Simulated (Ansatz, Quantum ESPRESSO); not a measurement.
# The work function of Cd(0001), 4 layers, one monolayer of N on hcp sites, level by level, part 4 of 6

Wanted: work functions and the surface dipole of Cd(0001), 4 layers, one monolayer of N on hcp sites at several levels, with their cost.

Quantum ESPRESSO 7.5; plane-wave DFT, PBE, GBRV ultrasoft pseudopotentials; geometry and cross-check by Ansatz 0.2.0 with PAW datasets.

So far. Step 8 (Self-consistent run: open boundaries by the effective …): The upper level is 7.781 eV against 7.781 eV from the periodic run.

**9. Self-consistent run: PBEsol, PseudoDojo norm-conserving**

The geometry stays; functional or pseudopotentials change.

Level of this step: plane-wave DFT, PBEsol, PseudoDojo norm-conserving pseudopotentials (Quantum ESPRESSO 7.5).

Input file dojo-pbesol.in:

```
&control
  prefix = 'dojo-pbesol'
  outdir = './out'
  pseudo_dir = './pseudo'
  calculation = 'scf'
  tprnfor = .true.
/
&system
  ibrav = 0
  nat = 5
  ntyp = 2
  ecutwfc = 94
  ecutrho = 376
  occupations = 'smearing'
  smearing = 'mv'
  degauss = 0.02
  assume_isolated = 'esm'
  esm_bc = 'bc1'
/
&electrons
  conv_thr = 1e-07
  mixing_beta = 0.4
  electron_maxstep = 120
  mixing_mode = 'local-TF'
/
ATOMIC_SPECIES
  Cd  112.4140  Cd.dojo-sr-pbesol-0.4.1-standard.upf
  N   14.0070  N.dojo-sr-pbesol-0.4.1-standard.upf
CELL_PARAMETERS angstrom
  2.98000000001292 0.00000000000000 0.00000000000000
  1.49000000000646 2.58075570328881 0.00000000000000
  0.00000000000000 0.00000000000000 27.43042000000000
ATOMIC_POSITIONS crystal
  Cd  0.666666666667 0.666666666667 -0.179367255827
  Cd  -0.000000000000 -0.000000000000 -0.076921139427
  Cd  0.666666666667 0.666666666667 0.028112172669
  Cd  -0.000000000000 -0.000000000000 0.130070727647
  N   0.666666666667 0.666666666667 0.179367255827
K_POINTS automatic
  12 12 1 0 0 0
```

Run with:

```
OMP_NUM_THREADS=1 mpirun -n 4 pw.x -nk 4 -in dojo-pbesol.in > dojo-pbesol.out
```

Log:

```text
[banner, memory and clock lines left out]
Program PWSCF v.7.5 starts
[citation notice left out]

[...]
Message from routine setup:
[...]
bravais-lattice index     =            0
     lattice parameter (alat)  =       5.6314  a.u.
     unit-cell volume          =    1423.6139 (a.u.)^3
     number of atoms/cell      =            5
     number of atomic types    =            2
     number of electrons       =        85.00
     number of Kohn-Sham states=           52
     kinetic-energy cutoff     =      94.0000  Ry
     charge density cutoff     =     376.0000  Ry
     scf convergence threshold =      1.0E-07
     mixing beta               =       0.4000
     number of iterations used =            8  local-TF  mixing
     Exchange-correlation= PBESOL
                           (   1   4  10   8   0   0   0)

     Effective Screening Medium Method
     Boundary Conditions: Vacuum-Slab-Vacuum
     total charge in unit cell        =   0.0000
     grid points for fit at edges     =        4

[...]
PseudoPot. # 1 for Cd read from file:
     ./pseudo/Cd.dojo-sr-pbesol-0.4.1-standard.upf
     Pseudo is Norm-conserving + core correction, Zval = 20.0
     Generated using ONCVPSP code by D. R. Hamann
     Using radial grid of 1368 points,  6 beta functions with:
                l(1) =   0
                l(2) =   0
                l(3) =   1
                l(4) =   1
                l(5) =   2
                l(6) =   2

     PseudoPot. # 2 for N  read from file:
     ./pseudo/N.dojo-sr-pbesol-0.4.1-standard.upf
     Pseudo is Norm-conserving + core correction, Zval =  5.0
     Generated using ONCVPSP code by D. R. Hamann
     Using radial grid of 1058 points,  4 beta functions with:
                l(1) =   0
                l(2) =   0
                l(3) =   1
                l(4) =   1

     atomic species   valence    mass     pseudopotential
     Cd               20.00   112.41400     Cd( 1.00)
     N                 5.00    14.00700     N ( 1.00)

      6 Sym. Ops. (no inversion) found

[...]
number of k points=    19  Marzari-Vanderbilt smearing, width (Ry)=  0.0200
[...]
Dense  grid:   175285 G-vectors     FFT dimensions: (  36,  36, 320)

     Initial potential from superposition of free atoms

     starting charge      84.9991, renormalised to      85.0000

     negative rho (up, down):  1.105E-04 0.000E+00
     Starting wfcs are   44 randomized atomic wfcs +    8 random wfcs

     per-process dynamical memory:   206.6 Mb

     Self-consistent Calculation

     iteration #  1     ecut=    94.00 Ry     beta= 0.40
     Davidson diagonalization with overlap
     c_bands:  2 eigenvalues not converged
     c_bands:  2 eigenvalues not converged
     ethr =  1.00E-02,  avg # of iterations = 14.2

     negative rho (up, down):  5.582E-03 0.000E+00

     total energy              =   -1421.77720930 Ry
     estimated scf accuracy    <       9.25164813 Ry

     iteration #  2     ecut=    94.00 Ry     beta= 0.40
[...]
negative rho (up, down):  1.560E-02 0.000E+00

[...]
total energy              =   -1421.84994600 Ry
     estimated scf accuracy    <       1.10432801 Ry

     iteration #  3     ecut=    94.00 Ry     beta= 0.40
[...]
c_bands:  5 eigenvalues not converged
     c_bands:  2 eigenvalues not converged
[...]
negative rho (up, down):  1.539E-02 0.000E+00

[...]
total energy              =   -1421.90709358 Ry
     estimated scf accuracy    <       0.19685731 Ry

     iteration #  4     ecut=    94.00 Ry     beta= 0.40
[...]
c_bands:  5 eigenvalues not converged
     c_bands:  1 eigenvalues not converged
     c_bands:  5 eigenvalues not converged
     c_bands:  5 eigenvalues not converged
     c_bands:  5 eigenvalues not converged
[...]
negative rho (up, down):  1.646E-02 0.000E+00

[...]
total energy              =   -1422.01530623 Ry
     estimated scf accuracy    <       0.21380368 Ry

     iteration #  5     ecut=    94.00 Ry     beta= 0.40
[...]
c_bands:  2 eigenvalues not converged
     c_bands:  2 eigenvalues not converged
     c_bands:  1 eigenvalues not converged
[...]
negative rho (up, down):  2.241E-02 0.000E+00

[...]
total energy              =   -1421.99744037 Ry
     estimated scf accuracy    <       0.20406647 Ry

     iteration #  6     ecut=    94.00 Ry     beta= 0.40
[...]
c_bands:  1 eigenvalues not converged
[...]
negative rho (up, down):  2.332E-02 0.000E+00

[...]
total energy              =   -1422.00952851 Ry
     estimated scf accuracy    <       0.06430492 Ry

[...]
iteration # 37     ecut=    94.00 Ry     beta= 0.40
[...]
negative rho (up, down):  1.759E-05 0.000E+00

[...]
total energy              =   -1422.01343367 Ry
     estimated scf accuracy    <       0.00000062 Ry

     iteration # 38     ecut=    94.00 Ry     beta= 0.40
[...]
c_bands:  2 eigenvalues not converged
     c_bands:  1 eigenvalues not converged
     c_bands:  1 eigenvalues not converged
     c_bands:  2 eigenvalues not converged
[...]
negative rho (up, down):  5.720E-06 0.000E+00

[...]
total energy              =   -1422.01342814 Ry
     estimated scf accuracy    <       0.00000074 Ry

     iteration # 39     ecut=    94.00 Ry     beta= 0.40
[...]
c_bands:  1 eigenvalues not converged
[...]
negative rho (up, down):  3.846E-07 0.000E+00

[...]
total energy              =   -1422.01343326 Ry
     estimated scf accuracy    <       0.00000027 Ry

     iteration # 40     ecut=    94.00 Ry     beta= 0.40
[...]
End of self-consistent calculation

          k = 0.0000 0.0000 0.0000 ( 21861 PWs)   bands (ev):

  -108.8392-108.8008-108.6491-108.1480 -69.9225 -69.8823 -69.8823 -69.8804
   -69.8459 -69.8459 -69.7471 -69.6859 -69.6859 -69.2188 -69.2153 -69.2153
   -20.0816 -15.5854 -15.4815 -15.3177 -15.0010 -15.0010 -14.9635 -14.9635
   -14.9192 -14.7959 -14.7959 -14.6030 -14.6030 -14.4083 -14.4083 -14.3067
   -14.3067 -14.2365 -14.1529 -14.1529 -13.8410 -13.8410 -13.2130 -11.4885
    -9.4556  -7.4617  -5.6154  -4.9864  -4.9864  -3.1478  -1.8623  -0.7502
     0.4509   1.8086   1.8475   3.3336

          k = 0.0000 0.0962 0.0000 ( 21933 PWs)   bands (ev):

  -108.8390-108.8005-108.6488-108.1477 -69.9221 -69.8858 -69.8832 -69.8800
   -69.8494 -69.8468 -69.7467 -69.6894 -69.6868 -69.2191 -69.2183 -69.2162
   -20.0198 -15.5131 -15.4096 -15.2470 -15.0302 -14.9895 -14.9382 -14.9014
   -14.8591 -14.8225 -14.7343 -14.6322 -14.5411 -14.4711 -14.4236 -14.4058
   -14.3157 -14.2647 -14.1590 -14.0965 -13.8644 -13.8535 -12.9934 -11.3054
    -9.3354  -7.3151  -5.4868  -5.2733  -5.0344  -2.9689  -1.6917  -0.5784
     0.6438   1.9590   2.0294   3.4814

[...]
the Fermi energy is    -5.8941 ev

!    total energy              =   -1422.01343059 Ry
     estimated scf accuracy    <       0.00000004 Ry
     smearing contrib. (-TS)   =      -0.00012290 Ry
     internal energy E=F+TS    =   -1422.01330769 Ry

     The total energy is F=E-TS. E is the sum of the following terms:
     one-electron contribution =   23534.78121139 Ry
     hartree contribution      =  -11799.92089639 Ry
     xc contribution           =    -198.10831182 Ry
     ewald contribution        =  -12958.76531087 Ry

     convergence has been achieved in  40 iterations

     Forces acting on atoms (cartesian axes, Ry/au):

     atom    1 type  1   force =     0.00000000    0.00000000    0.00236821
     atom    2 type  1   force =     0.00000000    0.00000000    0.00390670
     atom    3 type  1   force =     0.00000000    0.00000000    0.00079177
     atom    4 type  1   force =     0.00000000    0.00000000    0.00425416
     atom    5 type  2   force =     0.00000000    0.00000000   -0.01193237

     Total force =     0.013490     Total SCF correction =     0.002728
     SCF correction compared to forces is large: reduce conv_thr to get better values

[...]
```

Elapsed: 9.8 min, on 4 MPI ranks of Arm Neoverse V1, shared host; peak memory 1.3 GiB.

This step gave:

```
free energy                                                    : -19347.4784 eV
Fermi energy                                                   : -5.894 eV
vacuum line at the lower end of the cell, over the Fermi level : 3.950 eV
vacuum line at the upper end of the cell, over the Fermi level : 7.838 eV
```

The potential energy, planar mean oscillates, so the rows of the table below give means over windows of 2 Å about each position, cut where the curve ends. Its maxima inside the range that stand out by 2 % of the span (Å: eV): -3.5: 1.49, -0.7: 1.72, 2.1: 1.47, 4.5: -3.93. Its minima: -4.9: -33.5, -2.1: -33.7, 0.8: -33.9, 3.6: -33.2, 4.8: -5.98.

Electrostatic potential energy of an electron; zero at the Fermi level. Table of potential energy, planar mean by z; means over each step:

```csv
z (Å),"potential energy, planar mean (eV)"
-12,3.95
-10,3.95
-8,3.90
-6,-4.48
-4,-8.31
-2,-14.7
0,-10.5
2,-4.20
4,-15.2
6,5.24
8,7.84
10,7.84
12,7.84
```

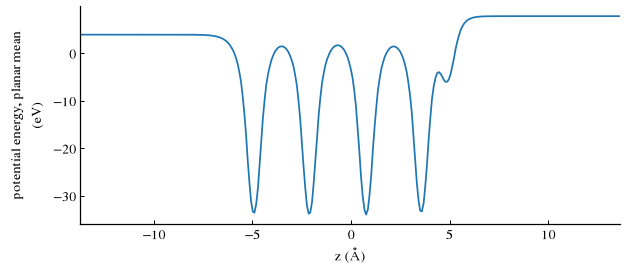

Potential energy, planar mean against z.

The upper face goes from 7.781 eV (PBE, GBRV) to 7.838 eV, a change of +0.058 eV.

**10. Ground state: PBE, SG15 norm-conserving**

Level of this step: plane-wave DFT, PBE, SG15 norm-conserving pseudopotentials (Quantum ESPRESSO 7.5).

sg15-pbe.in, as its differences from the input of step 9:

```diff
@@ -1,3 +1,3 @@
 &control
-  prefix = 'dojo-pbesol'
+  prefix = 'sg15-pbe'
   outdir = './out'
@@ -11,4 +11,4 @@
   ntyp = 2
-  ecutwfc = 94
-  ecutrho = 376
+  ecutwfc = 60
+  ecutrho = 240
   occupations = 'smearing'
@@ -26,4 +26,4 @@
 ATOMIC_SPECIES
-  Cd  112.4140  Cd.dojo-sr-pbesol-0.4.1-standard.upf
-  N   14.0070  N.dojo-sr-pbesol-0.4.1-standard.upf
+  Cd  112.4140  Cd_ONCV_PBE-1.2.upf
+  N   14.0070  N_ONCV_PBE-1.2.upf
 CELL_PARAMETERS angstrom
```

Run with:

```
OMP_NUM_THREADS=1 mpirun -n 4 pw.x -nk 4 -in sg15-pbe.in > sg15-pbe.out
```

Log:

```text
[banner, memory and clock lines left out]
Program PWSCF v.7.5 starts
[citation notice left out]

[...]
Message from routine setup:
[...]
bravais-lattice index     =            0
     lattice parameter (alat)  =       5.6314  a.u.
     unit-cell volume          =    1423.6139 (a.u.)^3
     number of atoms/cell      =            5
     number of atomic types    =            2
     number of electrons       =        85.00
     number of Kohn-Sham states=           52
     kinetic-energy cutoff     =      60.0000  Ry
     charge density cutoff     =     240.0000  Ry
     scf convergence threshold =      1.0E-07
     mixing beta               =       0.4000
     number of iterations used =            8  local-TF  mixing
     Exchange-correlation= PBE
                           (   1   4   3   4   0   0   0)

     Effective Screening Medium Method
     Boundary Conditions: Vacuum-Slab-Vacuum
     total charge in unit cell        =   0.0000
     grid points for fit at edges     =        4

[...]
PseudoPot. # 1 for Cd read from file:
     ./pseudo/Cd_ONCV_PBE-1.2.upf
     Pseudo is Norm-conserving, Zval = 20.0
     Generated using ONCVPSP code by D. R. Hamann
     Using radial grid of  602 points,  6 beta functions with:
                l(1) =   0
                l(2) =   0
                l(3) =   1
                l(4) =   1
                l(5) =   2
                l(6) =   2

     PseudoPot. # 2 for N  read from file:
     ./pseudo/N_ONCV_PBE-1.2.upf
     Pseudo is Norm-conserving, Zval =  5.0
     Generated using ONCVPSP code by D. R. Hamann
     Using radial grid of  602 points,  4 beta functions with:
                l(1) =   0
                l(2) =   0
                l(3) =   1
                l(4) =   1

     atomic species   valence    mass     pseudopotential
     Cd               20.00   112.41400     Cd( 1.00)
     N                 5.00    14.00700     N ( 1.00)

      6 Sym. Ops. (no inversion) found

[...]
number of k points=    19  Marzari-Vanderbilt smearing, width (Ry)=  0.0200
[...]
Dense  grid:    89235 G-vectors     FFT dimensions: (  27,  27, 256)

     Initial potential from superposition of free atoms

     starting charge      84.8597, renormalised to      85.0000

     negative rho (up, down):  1.465E-04 0.000E+00
     Starting wfcs are random

     per-process dynamical memory:   105.5 Mb

     Self-consistent Calculation

     iteration #  1     ecut=    60.00 Ry     beta= 0.40
     Davidson diagonalization with overlap
     ethr =  1.00E-02,  avg # of iterations = 39.1

     negative rho (up, down):  5.147E-03 0.000E+00

     total energy              =   -1262.03355661 Ry
     estimated scf accuracy    <       8.47135603 Ry

     iteration #  2     ecut=    60.00 Ry     beta= 0.40
[...]
negative rho (up, down):  1.042E-02 0.000E+00

[...]
total energy              =   -1262.24041594 Ry
     estimated scf accuracy    <       0.90695788 Ry

     iteration #  3     ecut=    60.00 Ry     beta= 0.40
[...]
negative rho (up, down):  1.174E-02 0.000E+00

[...]
total energy              =   -1262.98953206 Ry
     estimated scf accuracy    <       0.09838577 Ry

     iteration #  4     ecut=    60.00 Ry     beta= 0.40
[...]
c_bands:  2 eigenvalues not converged
     c_bands:  1 eigenvalues not converged
     c_bands:  3 eigenvalues not converged
     c_bands:  3 eigenvalues not converged
     c_bands:  2 eigenvalues not converged
[...]
negative rho (up, down):  1.626E-02 0.000E+00

[...]
total energy              =   -1263.05962454 Ry
     estimated scf accuracy    <       0.05865820 Ry

     iteration #  5     ecut=    60.00 Ry     beta= 0.40
[...]
c_bands:  1 eigenvalues not converged
     c_bands:  1 eigenvalues not converged
[...]
negative rho (up, down):  1.760E-02 0.000E+00

[...]
total energy              =   -1263.06150447 Ry
     estimated scf accuracy    <       0.01298432 Ry

     iteration #  6     ecut=    60.00 Ry     beta= 0.40
[...]
c_bands:  1 eigenvalues not converged
     c_bands:  5 eigenvalues not converged
     c_bands:  1 eigenvalues not converged
[...]
negative rho (up, down):  1.654E-02 0.000E+00

[...]
total energy              =   -1263.07136953 Ry
     estimated scf accuracy    <       0.00868127 Ry

[...]
iteration # 27     ecut=    60.00 Ry     beta= 0.40
[...]
negative rho (up, down):  2.790E-05 0.000E+00

[...]
total energy              =   -1263.07018292 Ry
     estimated scf accuracy    <       0.00000015 Ry

     iteration # 28     ecut=    60.00 Ry     beta= 0.40
[...]
negative rho (up, down):  3.046E-05 0.000E+00

[...]
total energy              =   -1263.07018315 Ry
     estimated scf accuracy    <       0.00000016 Ry

     iteration # 29     ecut=    60.00 Ry     beta= 0.40
[...]
negative rho (up, down):  3.790E-05 0.000E+00

[...]
total energy              =   -1263.07017898 Ry
     estimated scf accuracy    <       0.00000025 Ry

     iteration # 30     ecut=    60.00 Ry     beta= 0.40
[...]
End of self-consistent calculation

          k = 0.0000 0.0000 0.0000 ( 11089 PWs)   bands (ev):

  -108.9284-108.8882-108.7328-108.1759 -69.9638 -69.9457 -69.9457 -69.9212
   -69.9087 -69.9087 -69.7713 -69.7469 -69.7469 -69.2336 -69.2336 -69.2293
   -20.0526 -15.5535 -15.4493 -15.2763 -14.9968 -14.9968 -14.9605 -14.9605
   -14.8604 -14.7878 -14.7878 -14.5718 -14.5718 -14.3933 -14.3933 -14.2924
   -14.2924 -14.1553 -14.1309 -14.1309 -13.8012 -13.8012 -13.1274 -11.4031
    -9.3767  -7.3845  -5.5382  -4.9210  -4.9210  -3.1170  -1.8961  -0.7812
     0.4799   1.7719   1.8383   3.2724

          k = 0.0000 0.0962 0.0000 ( 11040 PWs)   bands (ev):

  -108.9282-108.8879-108.7326-108.1756 -69.9634 -69.9492 -69.9466 -69.9209
   -69.9122 -69.9096 -69.7710 -69.7503 -69.7478 -69.2372 -69.2345 -69.2289
   -19.9921 -15.4825 -15.3793 -15.2077 -15.0248 -14.9855 -14.9345 -14.8987
   -14.8139 -14.8023 -14.7265 -14.5999 -14.5110 -14.4535 -14.4076 -14.3856
   -14.3010 -14.2345 -14.1371 -14.0335 -13.8139 -13.8123 -12.9115 -11.2210
    -9.2559  -7.2377  -5.4097  -5.2039  -4.9683  -2.9408  -1.7241  -0.6106
     0.6720   1.9202   2.0217   3.4208

[...]
the Fermi energy is    -5.8202 ev

!    total energy              =   -1263.07018466 Ry
     estimated scf accuracy    <       0.00000006 Ry
     smearing contrib. (-TS)   =      -0.00014096 Ry
     internal energy E=F+TS    =   -1263.07004370 Ry

     The total energy is F=E-TS. E is the sum of the following terms:
     one-electron contribution =   23711.34233002 Ry
     hartree contribution      =  -11899.92027588 Ry
     xc contribution           =    -115.72678697 Ry
     ewald contribution        =  -12958.76531087 Ry

     convergence has been achieved in  30 iterations

     Forces acting on atoms (cartesian axes, Ry/au):

     atom    1 type  1   force =     0.00000000    0.00000000   -0.00441501
     atom    2 type  1   force =     0.00000000    0.00000000    0.00423085
     atom    3 type  1   force =     0.00000000    0.00000000   -0.00006012
     atom    4 type  1   force =    -0.00000000   -0.00000000   -0.00339783
     atom    5 type  2   force =     0.00000000    0.00000000    0.00252496

     Total force =     0.007438     Total SCF correction =     0.003286
     SCF correction compared to forces is large: reduce conv_thr to get better values

[...]
```

Run time: 5 min. Hardware: 4 MPI ranks; peak memory 0.71 GiB.

This step gave:

```
free energy                                                    : -17184.9453 eV
Fermi energy                                                   : -5.820 eV
vacuum line at the lower end of the cell, over the Fermi level : 3.847 eV
vacuum line at the upper end of the cell, over the Fermi level : 7.793 eV
```

The potential energy, planar mean oscillates, so the rows of the table below give means over windows of 2.78 Å about each position, cut where the curve ends. Its maxima inside the range that stand out by 2 % of the span (Å: eV): -3.5: 1.25, -0.6: 1.48, 2.1: 1.22, 4.4: -3.93. Its minima: -4.9: -22.0, -2.1: -22.1, 0.8: -22.2, 3.5: -21.7, 4.8: -7.18.

Electrostatic potential energy of an electron; zero at the Fermi level. Table of potential energy, planar mean by z; means over each step:

```csv
z (Å),"potential energy, planar mean (eV)"
-12.33,3.85
-9.55,3.85
-6.77,1.71
-3.99,-7.37
-1.21,-7.16
1.57,-7.52
4.35,-8.09
7.13,7.63
9.91,7.79
12.69,7.79
```

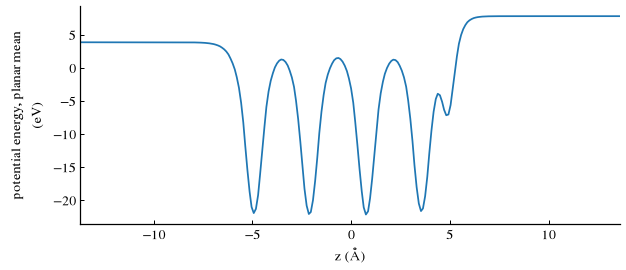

Potential energy, planar mean, plotted against z.

The upper face goes from 7.781 eV (PBE, GBRV) to 7.793 eV, a change of +0.012 eV, a small one, from the pseudopotentials and their cutoffs.

[end of part 4 of 6]

[Logs are printed without paths, hosts, clocks, repeated set-up lines and the standing remarks that a program may print on its own settings, such as how far it seeks lower states.]

[Hosts, paths, dates, database ids (printed as entryN), source tags and the programs' standing remarks are cut or masked in the printed files.]

[Maps of the electrostatic potential energy from Ansatz leave out the sawtooth potential of an applied field or a dipole correction, so their vacuum need not be flat; planar profiles and work functions include it.]
